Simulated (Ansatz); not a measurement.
KPrBr4

The calculation's input:

```
crystal:
  lattice:
    - [5.2960202043, 0.0, 0.0]
    - [-2.6480101021, 4.5864880358, 0.0]
    - [0.0, 0.0, 8.1001017112]
  atoms:
    - { symbol: K, position: [0.0, 0.0, 0.5] }
    - { symbol: Pr, position: [0.0, 0.0, 0.0] }
    - { symbol: Br, position: [0.3333333333, 0.6666666667, 0.7922350033] }
    - { symbol: Br, position: [0.3333333333, 0.6666666667, 0.2077649967] }
    - { symbol: Br, position: [0.6666666667, 0.3333333333, 0.7922350033] }
    - { symbol: Br, position: [0.6666666667, 0.3333333333, 0.2077649967] }
basis:
  ecutwfc: 660
kpoints:
  mp_grid: { grid: [12, 12, 6] }
hamiltonian:
  xc: pbe
  pseudopotentials:
    kind: paw
    azcp: { Pr: "pseudopotentials/pbe/nc/lanthanide_3plus/Pr.nc.azcp" }
scf:
  occupations: { method: gaussian, width: 0.02 }
output:
  forces: true
  stress: true
  eigenvalues: true
  write_density: true
  write_potential: true
  elf: true
  volumetric_format: npy
relax:
  adjacent_minimum: "off"
  f_tol: 0.01
  max_steps: 80
  cell: { stress_tol: 0.05 }
```

Launched as:

```sh
ansatz run input.yaml --threads 1 --pin off --max-ram 2560MiB --backend cpu --events-out ev --progress --plain --runs-dir out
```

Below, planes, directions and counts refer to the conventional cell (a = 5.30 Å, b = 5.30 Å, c = 8.06 Å, α = 90.00°, β = 90.00°, γ = 120.00°).

The fields are those of the run's last geometry, not of the input's.

Space group P6/mmm; a structure generated by program, which may or may not match a known phase; computed without spin polarisation; no Hubbard U on the f states and no spin–orbit coupling.

The calculation used DFT PBE, scalar-relativistic, plane waves, PAW; 4f electrons in the core of a trivalent norm-conserving potential (Ansatz 0.2.0).

Q: Predict the valence pseudo-density and electron localisation function between the atoms.

A: Pr–Br (3.50 Å): ρ at the midpoint is about 0.1 e/Å³; the ELF is about 0.20 at the midpoint and 0.10 at its lowest between the atoms (no localised pair shows between them).
K–Br (3.85 Å): the density is about 0.03 e/Å³ at the midpoint, with its minimum of 0.03 e/Å³ about 1.7 Å from K; the ELF is about 0.05 at the midpoint: a closed-shell, largely ionic contact.

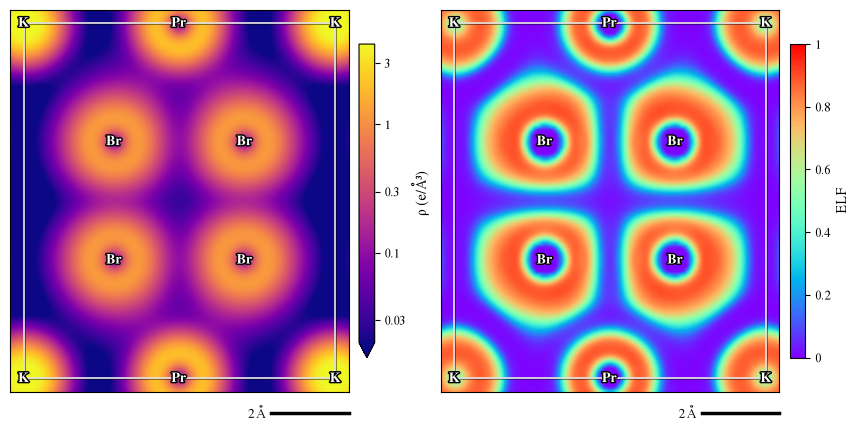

Computed valence pseudo-density and electron localisation function on the (110) plane of the conventional cell, in this order. 

The density is the valence pseudo-density of a pseudopotential calculation; it isn't the true density close to the nuclei.
